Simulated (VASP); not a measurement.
Consider the following.

```
CELL_PARAMETERS angstrom
      2.44945     0.00000     0.00000
     -1.22473     2.12129     0.00000
      0.00000     0.00000     3.99160
ATOMIC_POSITIONS crystal
  Mn 0.66667 0.33333 0.75000
  Mn 0.33333 0.66667 0.25000
```

Method: r2SCAN meta-GGA, VASP's PBE PAW potentials (set 64) (plane waves; VASP). Run with 400 eV cut-off, 19×19×10 Γ-centred mesh, tetrahedra with Blöchl corrections, potentials Mn_pv.

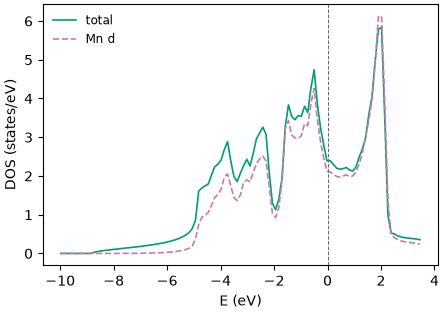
Fig. 1. Total and projected density of states, zero at the Fermi level

Within 2 eV below the Fermi level the largest weight inside VASP's projection spheres is Mn d.

It has no gap at this level: it comes out as a metal or semimetal.

The structure comes from a computed database's Mn entry (P6_3/mmc); how it stands against other phases isn't given here. It was relaxed first. The run is not spin-polarised, so no magnetic state was tried.
